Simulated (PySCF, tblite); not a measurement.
# C3H7F2Si2 radical: geometry, infrared bands and EPR parameters

What infrared bands and EPR parameters should C3H7F2Si2 radical (`C=[C][Si@H]([SiH3])C(F)F`) show?

The runs use tblite 0.8.0 and PySCF 2.14.0, with density-fitted response routines of our own; the level of theory stands in each step. All values are computed, except where a source is named. Atoms are numbered from 0 throughout.

### 1 The molecule as given

14 atoms, charge 0, multiplicity 2; geometry from: force field or distance geometry start.

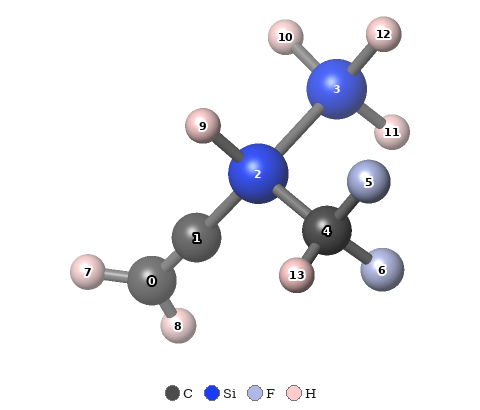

The starting geometry (carbon dark grey, silicon blue, fluorine light blue, hydrogen pink), atoms numbered.

### 2 Geometry optimisation with GFN2-xTB

The job: settings as JSON, then the geometry in Å.

```
{"job": {"kind": "relax", "xc": "GFN2-xTB", "basis": "xTB"}, "charge": 0, "multiplicity": 2}
C      2.801800    -0.177200    -0.792800
C      1.632900     0.022200    -0.238200
Si    -0.026500     0.294400     0.603900
Si    -1.336300    -1.583900     0.397800
C     -1.005100     1.670300    -0.119400
F     -2.178300     1.839800     0.546000
F     -1.346400     1.397600    -1.417400
H      3.702200    -0.251500    -0.191200
H      2.884100    -0.270100    -1.868500
H      0.234100     0.553700     2.051200
H     -0.646400    -2.759600     1.020200
H     -1.608900    -1.934200    -1.015500
H     -2.640000    -1.428100     1.123000
H     -0.467800     2.626100    -0.121100
```

On the command line:

```bash
$ OMP_NUM_THREADS=1 python probes_run.py task.json out
```

One launch serves the whole session: the jobs run in the order shown.

Output:

```text
step      E/eV     max force
  0    -619.49632    3.552
  1    -619.68234    1.380
  2    -619.74320    0.588
  3    -619.76181    0.712
  4    -619.77329    0.345
  5    -619.78063    0.233
  6    -619.78729    0.242
  7    -619.79166    0.211
  8    -619.79636    0.185
  9    -619.80010    0.151
 10    -619.80275    0.122
 11    -619.80450    0.099
 12    -619.80626    0.110
 13    -619.80818    0.118
 14    -619.80965    0.105
 15    -619.81045    0.065
 16    -619.81099    0.073
 17    -619.81170    0.083
 18    -619.81280    0.106
 19    -619.81423    0.145
 20    -619.81553    0.135
 21    -619.81640    0.083
 22    -619.81709    0.084
 23    -619.81790    0.108
 24    -619.81897    0.116
 25    -619.82032    0.124
 26    -619.82183    0.107
 27    -619.82337    0.097
 28    -619.82495    0.135
 29    -619.82667    0.154
 30    -619.82859    0.139
 31    -619.83060    0.105
 32    -619.83269    0.124
 33    -619.83527    0.148
 34    -619.83846    0.161
 35    -619.84149    0.174
 36    -619.84202    0.142
 37    -619.84554    0.121
 38    -619.84710    0.145
 39    -619.84931    0.123
 40    -619.85149    0.099
 41    -619.85439    0.119
 42    -619.85747    0.146
 43    -619.86052    0.200
 44    -619.85496    0.388
 45    -619.86464    0.137
 46    -619.86616    0.110
 47    -619.86951    0.121
 48    -619.87067    0.130
 49    -619.87627    0.210
 50    -619.88025    0.225
 51    -619.88478    0.142
 52    -619.88649    0.095
 53    -619.88764    0.089
 54    -619.88883    0.135
 55    -619.89019    0.128
 56    -619.89126    0.097
 57    -619.89210    0.095
 58    -619.89292    0.094
 59    -619.89472    0.151
 60    -619.89664    0.159
 61    -619.89877    0.107
 62    -619.90009    0.100
 63    -619.90097    0.085
 64    -619.90190    0.100
 65    -619.90322    0.110
 66    -619.90444    0.089
 67    -619.90531    0.065
 68    -619.90607    0.098
 69    -619.90722    0.110
 70    -619.90921    0.119
 71    -619.91204    0.123
 72    -619.91458    0.080
 73    -619.91605    0.070
 74    -619.91642    0.097
 75    -619.91686    0.082
 76    -619.91722    0.043
 77    -619.91782    0.064
 78    -619.91826    0.080
 79    -619.91860    0.058
 80    -619.91889    0.041
 81    -619.91911    0.036
 82    -619.91928    0.034
 83    -619.91940    0.035
 84    -619.91950    0.026
 85    -619.91960    0.031
 86    -619.91975    0.056
 87    -619.92004    0.084
 88    -619.92050    0.108
 89    -619.92103    0.098
 90    -619.92150    0.072
 91    -619.92189    0.064
 92    -619.92219    0.063
 93    -619.92244    0.058
 94    -619.92261    0.041
 95    -619.92282    0.054
 96    -619.92299    0.050
 97    -619.92328    0.040
 98    -619.92341    0.038
 99    -619.92365    0.022
100    -619.92376    0.014
101    -619.92382    0.016
102    -619.92384    0.010
103    -619.92386    0.010
104    -619.92388    0.010
```

It took 0.58 s on 1 thread of Arm Neoverse V2, shared host.

Relaxation path: (not every step is listed)

| step | energy from step 0 (eV) | largest force (eV/Å) |
| --- | --- | --- |
| 0 | 0.0000 | 3.5516 |
| 1 | -0.1860 | 1.3798 |
| 2 | -0.2469 | 0.5878 |
| 3 | -0.2655 | 0.7119 |
| 4 | -0.2770 | 0.3445 |
| 5 | -0.2843 | 0.2327 |
| 6 | -0.2910 | 0.2422 |
| 7 | -0.2953 | 0.2111 |
| 8 | -0.3000 | 0.1847 |
| 17 | -0.3154 | 0.0828 |
| 26 | -0.3255 | 0.1066 |
| 35 | -0.3452 | 0.1735 |
| 44 | -0.3586 | 0.3879 |
| 53 | -0.3913 | 0.0892 |
| 62 | -0.4038 | 0.1002 |
| 71 | -0.4157 | 0.1225 |
| 80 | -0.4226 | 0.0405 |
| 89 | -0.4247 | 0.0984 |
| 98 | -0.4271 | 0.0377 |
| 99 | -0.4273 | 0.0221 |
| 100 | -0.4274 | 0.0145 |
| 101 | -0.4275 | 0.0161 |
| 102 | -0.4275 | 0.0105 |
| 103 | -0.4275 | 0.0105 |
| 104 | -0.4276 | 0.0100 |

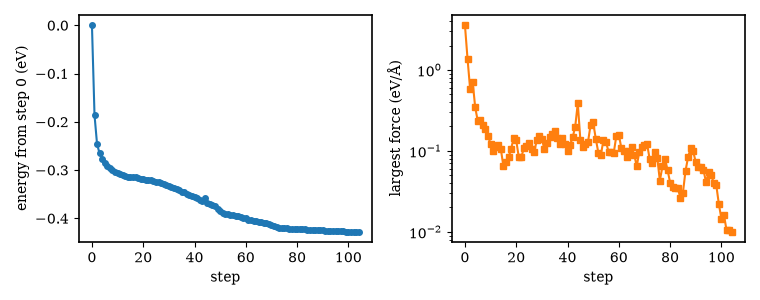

Energy and largest force along the relaxation.

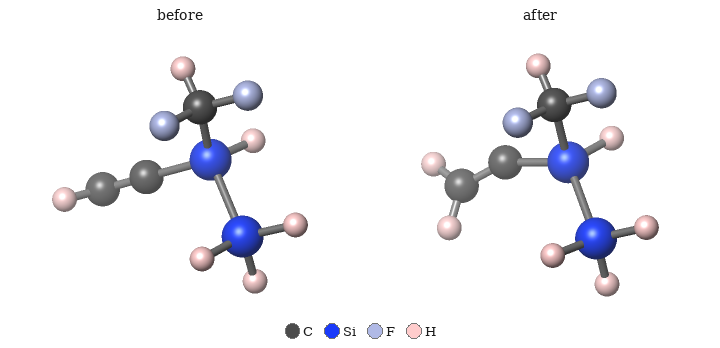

Before and after, at one scale.

Distances of close pairs at the start and the end, largest changes first:

| bond | before (Å) | after (Å) | change (Å) |
| --- | --- | --- | --- |
| Si2–C4 | 1.837 | 1.945 | +0.108 |
| C1–Si2 | 1.881 | 1.821 | -0.059 |
| Si2–Si3 | 2.299 | 2.342 | +0.043 |
| Si3–H12 | 1.500 | 1.465 | -0.035 |
| Si3–H10 | 1.499 | 1.467 | -0.031 |
| Si2–H9 | 1.493 | 1.471 | -0.022 |
| Si3–H11 | 1.481 | 1.464 | -0.017 |
| C0–C1 | 1.309 | 1.296 | -0.013 |

The end geometry stands in the next job.

### 3 Harmonic vibrations with GFN2-xTB

The job: settings as JSON, then the geometry in Å.

```
{"job": {"kind": "ir", "xc": "GFN2-xTB", "basis": "xTB"}, "charge": 0, "multiplicity": 2}
C      2.683749    -0.138454    -0.752590
C      1.702823     0.315541    -0.038116
Si     0.044868     0.179453     0.703556
Si    -1.355353    -1.659253     0.325724
C     -0.902873     1.685741    -0.080399
F     -2.097751     1.860935     0.559980
F     -1.220948     1.435592    -1.385641
H      3.596328     0.429363    -0.894568
H      2.681837    -1.098407    -1.264865
H      0.177707     0.568010     2.116421
H     -0.700102    -2.850019     0.878787
H     -1.566460    -1.872773    -1.107113
H     -2.659793    -1.508295     0.976084
H     -0.384710     2.652093    -0.059427
```

Output:

```text
mode    cm-1     km/mol
  1      31.6      1.67
  2      37.8      0.08
  3      68.9      0.47
  4      74.1      0.49
  5      92.0      2.19
  6     169.2      5.15
  7     219.2     26.14
  8     245.0      9.59
  9     306.5     21.00
 10     370.8     50.82
 11     398.8     11.19
 12     428.9      6.74
 13     450.9      3.56
 14     493.2      3.84
 15     595.2    143.93
 16     615.4     30.48
 17     665.0     83.52
 18     722.3     75.75
 19     759.8    602.14
 20     786.9    150.84
 21     792.5    137.74
 22     882.1     44.57
 23     904.2      2.41
 24     985.9    120.39
 25    1069.1     76.22
 26    1226.8     42.11
 27    1275.9      4.49
 28    1358.3      9.92
 29    1765.7     84.33
 30    2178.2    232.54
 31    2227.4    277.93
 32    2242.2    246.86
 33    2259.6    310.65
 34    2911.3     35.03
 35    2921.2     14.33
 36    2999.1      8.79
```

It took 0.39 s on 1 thread of Arm Neoverse V2, shared host.

The strongest bands and the atoms that carry them (share of the mass-weighted mode):

| cm⁻¹ | km/mol | atoms |
| --- | --- | --- |
| 595 | 143.9 | H9 81 % |
| 760 | 602.1 | H11 31 %, H12 28 %, H10 25 % |
| 787 | 150.8 | H10 57 %, H12 20 %, H11 19 % |
| 792 | 137.7 | H11 42 %, H12 42 %, H10 12 % |
| 2178 | 232.5 | H9 96 % |
| 2227 | 277.9 | H10 96 % |
| 2242 | 246.9 | H12 96 % |
| 2260 | 310.6 | H11 95 % |

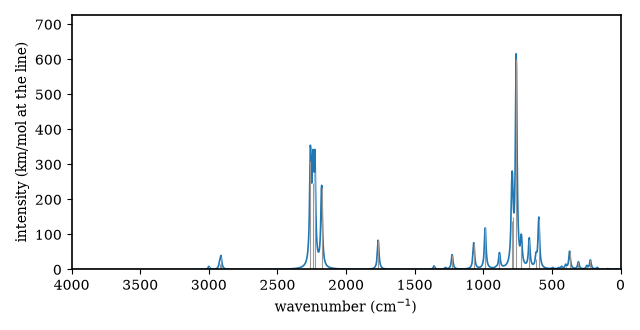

The infrared spectrum from these modes, unscaled. Lines are broadened to a width of 14 cm⁻¹ (Lorentzian).

### 4 EPR parameters: B3LYP/pcH-1

The job, as its differences from that of step 3:

```diff
@@ -1,2 +1,2 @@
-{"job": {"kind": "ir", "xc": "GFN2-xTB", "basis": "xTB"}, "charge": 0, "multiplicity": 2}
+{"job": {"kind": "epr", "basis": "pcH-1"}, "charge": 0, "multiplicity": 2}
 C      2.683749    -0.138454    -0.752590
```

Method: UKS B3LYP, pcH-1 on C F H Si, non-relativistic, mean-field spin-orbit, GIAO.

Output:

```text
UKS, coarse grid
  cycle   1  E = -897.04924006  |g| = 5.26e-01
  cycle   2  E = -896.94163578  |g| = 7.96e-01
  cycle   3  E = -897.14108122  |g| = 5.58e-02
  cycle   4  E = -897.14192110  |g| = 3.36e-02
  cycle   5  E = -897.14247848  |g| = 1.24e-02
  cycle   6  E = -897.14256438  |g| = 5.77e-03
  cycle   7  E = -897.14259233  |g| = 1.86e-03
  cycle   8  E = -897.14260129  |g| = 1.03e-03
  cycle   9  E = -897.14260327  |g| = 5.43e-04
UKS, final grid
  cycle   1  E = -897.14255645  |g| = 6.30e-04
  cycle   2  E = -897.14255649  |g| = 9.12e-04
  cycle   3  E = -897.14255676  |g| = 1.41e-04
  cycle   4  E = -897.14255681  |g| = 1.13e-04
  cycle   5  E = -897.14255684  |g| = 3.48e-05
  cycle   6  E = -897.14255684  |g| = 9.11e-06
E = -897.14255684 Eh   <S^2> = 0.7584 (exact 0.7500)
g shifts (ppm)      1          2          3
  rmc          -137       -137       -137
  gc             18         13          6
  oz_so        -509       -182        892
  total        -628       -305        762
hyperfine (MHz)  atom isotope    a_iso     a_fc   dipolar eigenvalues
    0   13C     -39.44     -39.44    -15.98      3.49     12.49
    1   13C     176.25     176.38    -75.55    -58.00    133.55
    2  29Si       2.83       2.86     -8.86      1.39      7.47
    3  29Si     -70.71     -70.80    -17.69      8.40      9.29
    4   13C      11.33      11.33     -1.05     -0.83      1.88
    5   19F      -3.27      -3.28     -2.70     -0.83      3.53
    6   19F      -0.17      -0.18     -3.50     -2.60      6.09
    7    1H     147.54     147.55     -5.70     -4.19      9.90
    8    1H     182.19     182.19     -4.52     -2.00      6.53
    9    1H      16.15      16.15     -3.86     -2.39      6.25
   10    1H      -2.32      -2.32     -1.69     -0.71      2.40
   11    1H      -1.46      -1.46     -1.69     -0.68      2.37
   12    1H      20.42      20.41     -1.63     -0.28      1.91
   13    1H      -0.64      -0.64     -2.77     -1.91      4.68
```

Run time: 79 s. Hardware: 1 thread of Arm Neoverse V2, shared host; peak memory 1.1 GiB.

Principal g values 2.00169, 2.00201, 2.00308; g(iso) = 2.00226, against 2.00232 for a free electron.

Mean a(iso) over the nuclei that a row names, and the largest dipolar term of the row (other rows stand at the frozen geometry):

| nuclei | isotope | a(iso) (MHz) | a(iso) (G, at g = 2.0023) | largest dipolar term (MHz) |
| --- | --- | --- | --- | --- |
| H8 | 1H | 182.2 | 65.0 | 6.5 |
| C1 | 13C | 176.2 | 62.9 | 133.6 |
| H7 | 1H | 147.5 | 52.6 | 9.9 |
| Si3 | 29Si | -70.7 | -25.2 | -17.7 |
| C0 | 13C | -39.4 | -14.1 | -16.0 |
| H9 | 1H | 16.1 | 5.8 | 6.2 |
| C4 | 13C | 11.3 | 4.0 | 1.9 |
| H10, H11, H12 | 1H | 5.5 | 2.0 | 2.4 |
| F5 | 19F | -3.3 | -1.2 | 3.5 |
| Si2 | 29Si | 2.8 | 1.0 | -8.9 |
| H13 | 1H | -0.6 | -0.2 | 4.7 |
| F6 | 19F | -0.2 | -0.1 | 6.1 |

Mulliken spin populations:

C0 -0.17; C1 0.95; Si2 -0.02; Si3 0.07; C4 0.00; F5 0.00; F6 0.00; H7 0.06; H8 0.08; H9 0.01; H10 0.00; H11 0.00; H12 0.01; H13 0.00

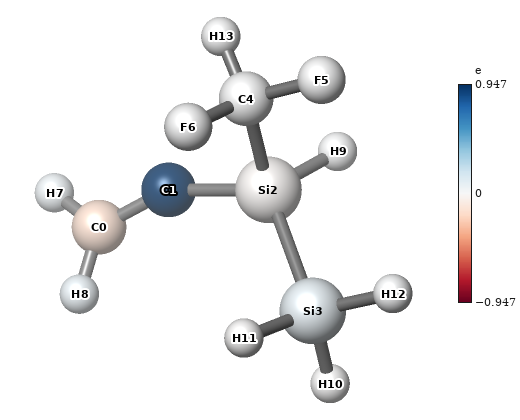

Mulliken spin populations, as colours on the atoms.

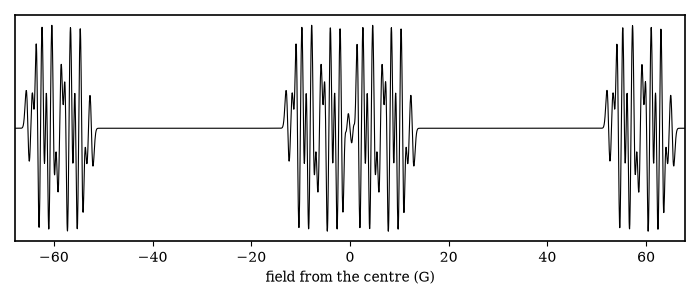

First-order isotropic spectrum (first derivative, main isotopes with spin only, couplings over 0.8 MHz, Gaussian width 0.3 G; couplings of the frozen geometry, rotation of groups not averaged beyond the rows shown).

Orbitals, density, ELF and potential are computed afterwards from the orbital file.

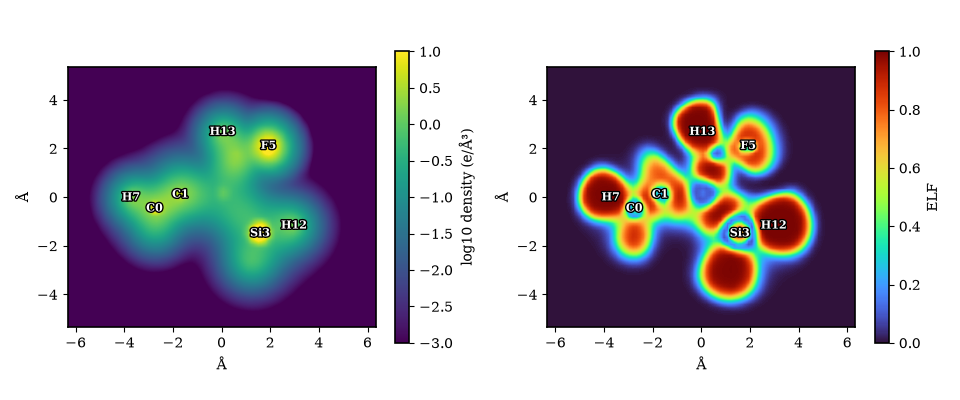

Density (left) and ELF (right) in a plane through or near 7 of the atoms.

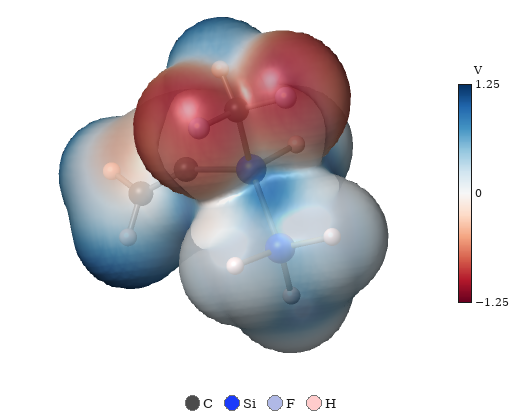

The potential that a unit positive charge feels on the 0.002 e/bohr³ surface, from -0.95 V near F6 to 1.25 V near H10.

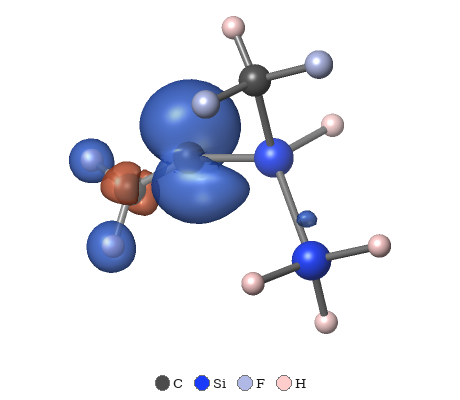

Spin density at ±0.04 e/Å³ (alpha excess blue, beta excess red).

### 5 Results

| quantity | value |
| --- | --- |
| strongest single infrared mode (GFN2-xTB) | 760 cm⁻¹, 602 km/mol |
| zero-point energy (GFN2-xTB) | 50.8 kcal/mol |
| g(iso) (B3LYP) | 2.00226 |
| ⟨S²⟩ | 0.758 (exact 0.75) |
| largest a(iso) (averaged by class) | 1H on H8, 182.2 MHz |
| potential on the surface of density 0.002 e/bohr³, 1st and 99th percentile | -0.95 V and 1.25 V |

In words: The optimisation took 104 steps and gained 0.428 eV; among the close pairs (by a distance rule), Si2–C4 changed most, from 1.837 to 1.945 Å. All 36 modes are real, so the xTB geometry is a minimum. The strongest single mode, at 760 cm⁻¹, has its largest shares on H11, H12 and H10 (the list is cut at 3 atoms). Unscaled tight-binding wavenumbers are off by several per cent, some by more. Its intensities can rank the bands wrongly. C1 carries the largest spin population, 0.95 e. The isotropic g lies 0.1 ppt below the free-electron value. These values are for one conformer; the search (at its own cheap level) found 2 more, at 1.30, 1.76 kcal/mol, and measured spectra average over such forms.
